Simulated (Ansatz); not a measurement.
**Al3 (quartet): density, localisation and related maps**

Input

```
crystal:
  periodic: [false, false, false]
  atoms:
    - {symbol: Al, position_ang: [0.383574, 0.881953, -1.324834]}
    - {symbol: Al, position_ang: [0.375957, 0.565542, 1.235593]}
    - {symbol: Al, position_ang: [-0.759531, -1.447496, 0.089241]}
basis:
  gaussian: {orbitals: def2-TZVP, initial_orbitals: start.molden}
magnetization: {spin_polarized: true, initial_magnetization: 3}
hamiltonian: {xc: pbe0, dispersion: d4}
output: {orbitals: {seedname: orbitals}}
```

Command:

```sh
ansatz run in.yaml --threads 2 --pin off --events-out ev --progress --plain --max-ram 4352MiB
```

Geometry: PBE0-D4/def2-TZVP.

All numbers below come from Ansatz 0.2.0, UKS PBE0-D4/def2-TZVP.

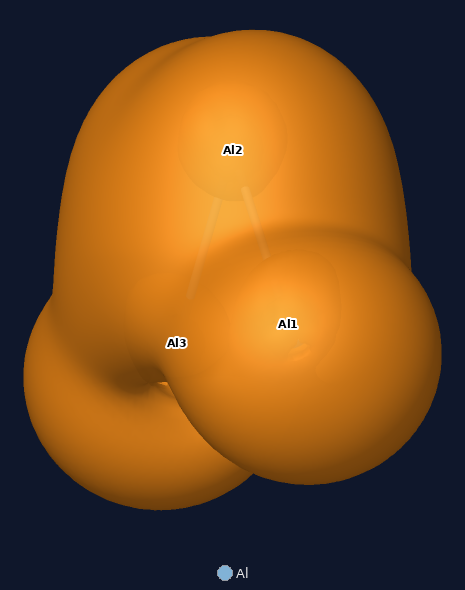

Figure 1. Isosurfaces of the spin density (α minus β) at +0.015 (orange) and −0.015 e/Å³ (purple), seen at an oblique angle.

Describe the spin distribution.

The unpaired spin (3 electrons) lies mostly on Al1 (about 1.0), Al3 (about 1.0) and Al2 (about 1.0), in electrons by Hirshfeld's partition. Only one sign reaches the isovalue.

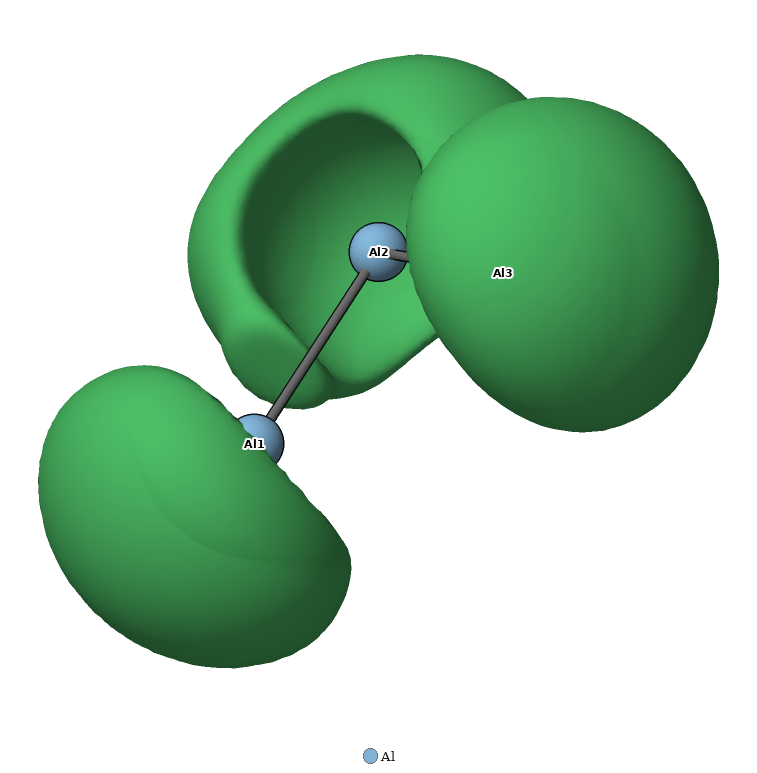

Figure 2. Isosurface of the ELF at 0.8 (green), seen at an oblique angle. Only the valence region is drawn (cores and ρ < 0.01 e/Å³ removed).

Describe the localisation domains.

The surface consists of two lobes on Al, pointing away from the bonds (non-bonding electrons) and one region wrapped around Al (its valence shell). Profiles from the grid: Al–Al (2.58 Å): the ELF peaks at about 0.75 between the atoms; a covalent bond.

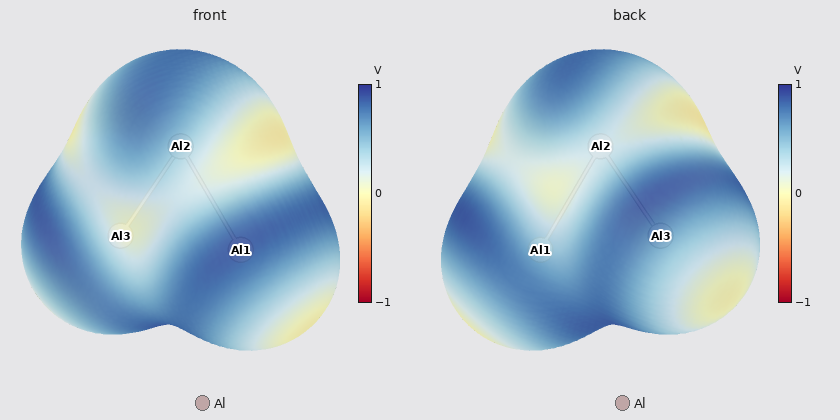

Figure 3. The electrostatic potential painted on the density surface at 0.002 e/bohr³, seen from the front and from behind; the colour scale runs from red (negative) to blue (positive).

Where is the surface potential most negative and most positive?

The most negative region (about −0.1 V) lies over Al2, the most positive (about +0.9 V) over Al1 and Al3.
